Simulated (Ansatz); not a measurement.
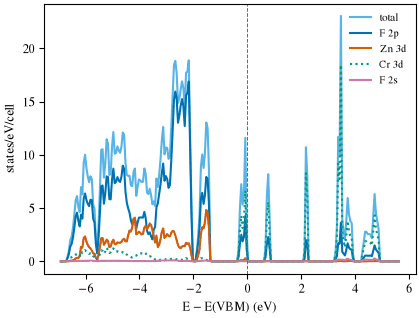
Fig. 1. Total and projected density of states of ZnCrF$_{6}$ in space group R-3 (No. 148; Zn on 3a, Cr on 3b, F on 18f), r²SCAN in the plane-wave PAW code Ansatz

Task: Which orbitals carry the states next to the gap?

Result: Top 1 eV of the valence band: Cr 3d 58 %, F 2p 35 %. Bottom 1 eV of the conduction band: Cr 3d 68 %, F 2p 28 %. Projections are on Löwdin-orthogonalised atomic valence shells; empty p or d shells of many metals are not among them.

Task: Where is the tallest occupied peak in this window, and what makes it?

Result: Near -2.2 eV, about 19 states/eV per cell; the largest projected share is F 2p.

The first step of the workflow began from a Materials Project structure, measured or hypothetical; the Crystallography Open Database copy checked does not list it. With Zn and Cr taken as one species the cell has the higher symmetry R-3c, so it may be an ordered model of a mixed-site phase. Whether it is the stable phase at ambient conditions was not checked. The r²SCAN relaxation kept the symmetry of its start; its stability against distortions is not shown here. Magnetic state: ferromagnetic, the only order run, not a proven ground state. The cell computed holds one magnetic atom, so no antiferromagnetic order was within reach. Other orbital occupations within this spin state were not tried. No Hubbard U is applied.

Potentials: the later of the program's two PAW sets.
